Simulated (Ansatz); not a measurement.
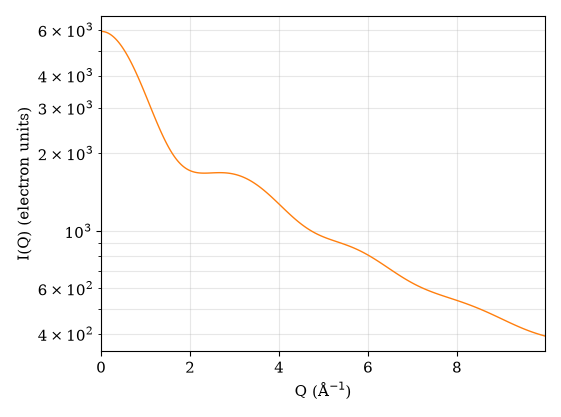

Elastic X-ray scattering of a randomly oriented, rigid molecule, calculated with the Debye equation from neutral-atom form factors (independent atoms, no Compton part, no vibration). The geometry is the end point of an optimisation (Ansatz, UKS B3LYP/def2-SVP); it may be a saddle point or a higher isomer. It contains O, Sn, Cl, H.

How many electrons does the independent-atom model of the molecule hold?

Answer. I(0) is the square of the electron number: I(0) = 5930, so about 77 electrons, the count of ClH2OSn.

What radius of gyration does the initial fall-off give?

Answer. From I(Q) ≈ I(0) exp(−Q²R²/3) at small Q, R ≈ 1.39 Å. It is larger than the electron-weighted radius of the nuclear positions alone (1.25 Å), because each atom's electron cloud adds to it.
